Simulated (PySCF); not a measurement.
## C3H7F2Si: EPR calculation

System: C3H7F2Si, multiplicity 2, SMILES C[C](F)C[SiH2]F.
Method: UKS B3LYP, pcH-1 on C F H Si, non-relativistic, mean-field spin-orbit, GIAO (PySCF 2.14.0).

It belongs to a series of runs on one base structure; here: H removed from sp3 C.

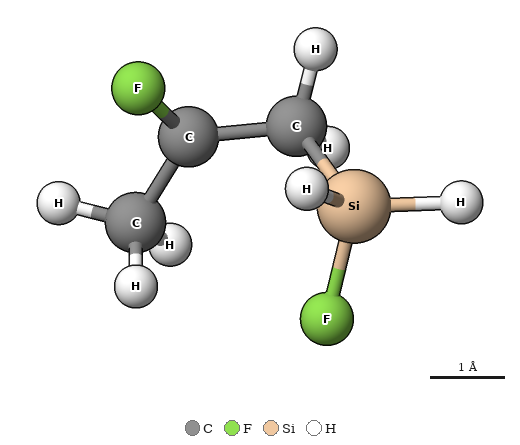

Fig. 1: The structure as given in the input (ball-and-stick view, seen at a tilt).

### Results in brief

| quantity | value |
| --- | --- |
| outcome | converged |
| total energy | −607.751301 hartree |
| ⟨S²⟩ | 0.754 |
| isotropic g | 2.0035 |
| hardware | 1 CPU thread, shared host |
| wall time | 38 s |
| peak memory | 0.82 GiB |

### Input file
```
{"job": {"kind": "epr", "basis": "pcH-1"}, "charge": 0, "multiplicity": 2}
C      1.651518     0.708753    -0.366028
C      0.631429     0.558508     0.695506
F      0.109026     1.738118     1.153660
C     -0.246912    -0.606522     0.862824
Si    -1.686892    -0.623974    -0.425394
F     -0.969556    -0.704967    -1.867976
H      2.347546     1.503985    -0.101833
H      1.205117     0.968369    -1.333956
H      2.197379    -0.223314    -0.487576
H      0.342984    -1.515975     0.751558
H     -0.679137    -0.599712     1.863875
H     -2.417599     0.629456    -0.429248
H     -2.489292    -1.832239    -0.333141
```

The first line tells a small driver script what to run in PySCF; the rest is the geometry in Å.

Command:
```bash
OMP_NUM_THREADS=1 python <driver script> task.json out
```

### Output
```
UKS, coarse grid
  cycle   1  E = -607.64870278  |g| = 5.54e-01
  cycle   2  E = -607.53452808  |g| = 8.54e-01
  cycle   3  E = -607.74856612  |g| = 8.18e-02
  cycle   4  E = -607.75079160  |g| = 3.27e-02
  cycle   5  E = -607.75128732  |g| = 6.53e-03
  cycle   6  E = -607.75130526  |g| = 3.94e-03
  cycle   7  E = -607.75131166  |g| = 1.17e-03
  cycle   8  E = -607.75131138  |g| = 4.66e-04
UKS, final grid
  cycle   1  E = -607.75130110  |g| = 6.19e-04
  cycle   2  E = -607.75130096  |g| = 9.11e-04
  cycle   3  E = -607.75130124  |g| = 7.08e-05
  cycle   4  E = -607.75130125  |g| = 1.81e-05
E = -607.75130125 Eh   <S^2> = 0.7538 (exact 0.7500)
g shifts (ppm)      1          2          3
  rmc          -197       -197       -197
  gc             -4         21         20
  oz_so        -102       1734       2523
  total        -303       1559       2346
hyperfine (MHz)  atom isotope    a_iso     a_fc   dipolar eigenvalues
    0   13C     -19.80     -19.82     -2.06     -1.70      3.76
    1   13C     184.47     184.43    -82.48    -80.27    162.75
    2   19F     149.32     148.92   -220.88   -182.84    403.73
    3   13C     -24.26     -24.27     -2.64     -1.63      4.27
    4  29Si    -125.16    -125.34    -21.83     10.41     11.41
    5   19F       2.12       2.05     -7.01     -5.66     12.67
    6    1H      42.51      42.51     -5.39     -4.65     10.05
    7    1H     136.04     136.04     -4.64     -2.57      7.21
    8    1H      16.90      16.90     -5.50     -4.35      9.85
    9    1H      21.85      21.84     -5.02     -4.63      9.65
   10    1H      56.90      56.90     -4.98     -4.85      9.83
   11    1H       1.19       1.19     -2.39     -1.26      3.65
   12    1H      22.29      22.29     -2.08     -0.84      2.92
```

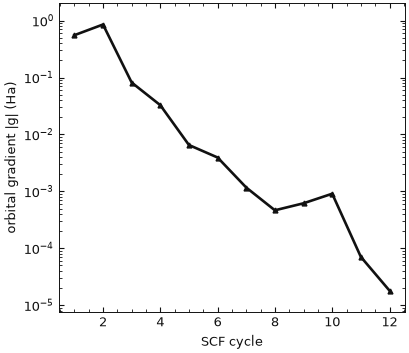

Fig. 2: Convergence of the self-consistent field: orbital gradient |g| against the SCF cycle. All cycles printed in the log are drawn one after another.

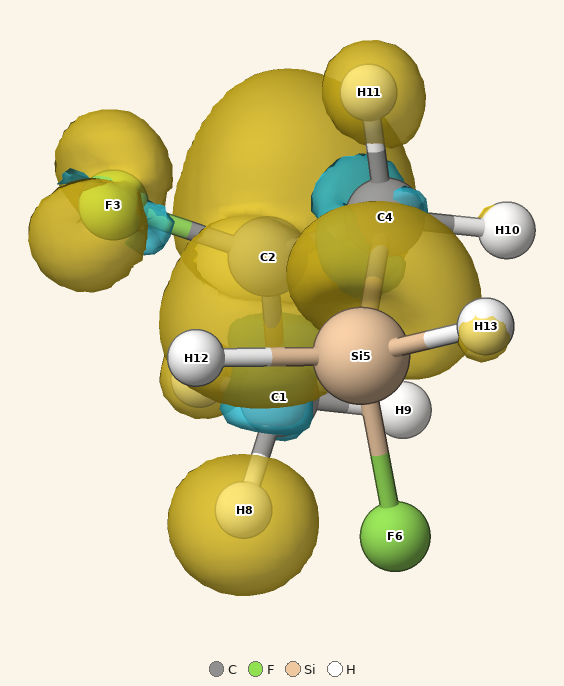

Fig. 3: Isosurfaces of the spin density (α minus β) at +0.015 (yellow) and −0.015 e/Å³ (cyan), seen at an oblique angle. The unpaired spin (1 electron) lies mostly on C2 (about 0.6) and F3 (about 0.1), in electrons by Hirshfeld's partition.

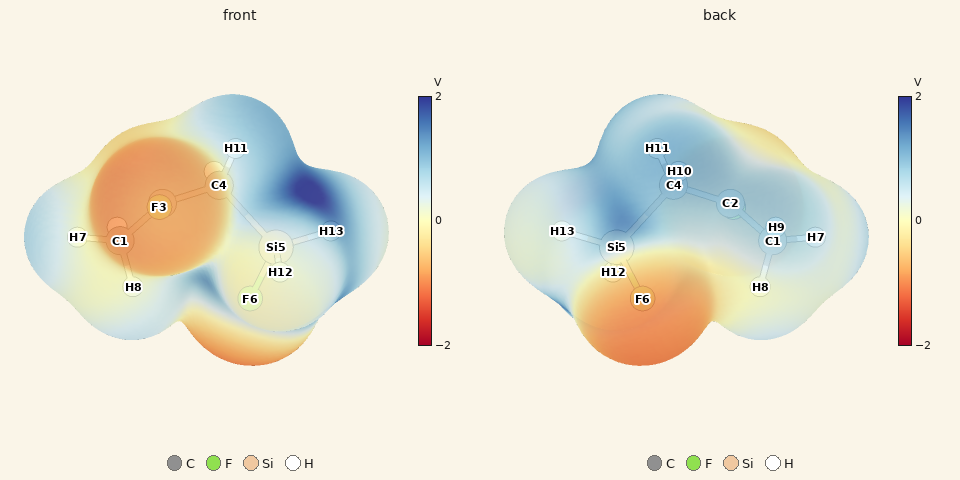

Fig. 4: The electrostatic potential painted on the density surface at 0.002 e/bohr³, seen at a tilt and from behind; red is negative and blue positive.

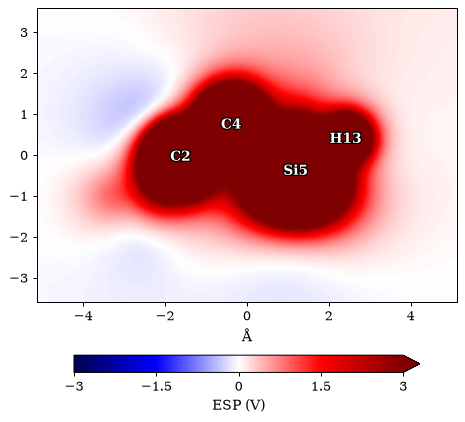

Fig. 5: Electrostatic potential on the plane of atoms C2, C4 and Si5. The section cuts through C, Si and H sites.
